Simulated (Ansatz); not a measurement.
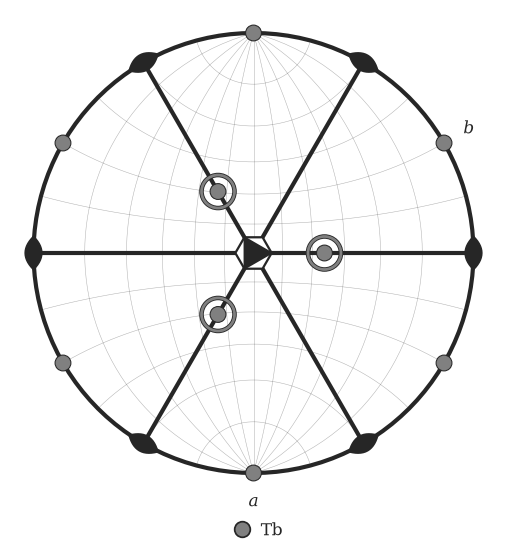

Crystal: Tb, the geometry relaxed with Ansatz 0.2.0, DFT PBE, scalar-relativistic, plane waves, PAW. Directions from one terbium atom at (1/3, 2/3, 3/4) to its bonded neighbours, in stereographic projection down c (filled: above the plane of the page or in it, open: below). Symmetry computed with spglib at a tolerance of 0.002 Å; standard conventional cell.

Neighbours are counted up to 3.97 Å for Tb. The symmetry elements of the site are drawn in: heavy lines are mirror planes (a heavy rim: a mirror in the plane of the page); lens, triangle, square and hexagon are 2-, 3-, 4- and 6-fold axes, a lens in an open square is −4, a triangle in an open hexagon −6; thin dashed diameters join the ends of axes that lie in the page; a small open circle marks inversion.

```
CELL_PARAMETERS angstrom
3.59001 0.00000 0.00000
-1.79500 3.10904 0.00000
0.00000 0.00000 5.75591
ATOMIC_POSITIONS crystal
Tb 0.33333 0.66667 0.75000
Tb 0.66667 0.33333 0.25000
```

Question: How many neighbours are there, and at what angles?

Answer: 12: 6 Tb at 3.55 Å, 6 Tb at 3.59 Å. Angles between bonds: 60° (18×), 61° (6×), 90° (12×), 108° (3×), 120° (18×), 146° (6×), 180° (3×).

Question: What is the site's symmetry in the crystal?

Answer: Point group -6m2 (D3h), order 12: one −6 axis, three twofold axes, four mirror planes. In P6_3/mmc (No. 194) this is Wyckoff position 2d.
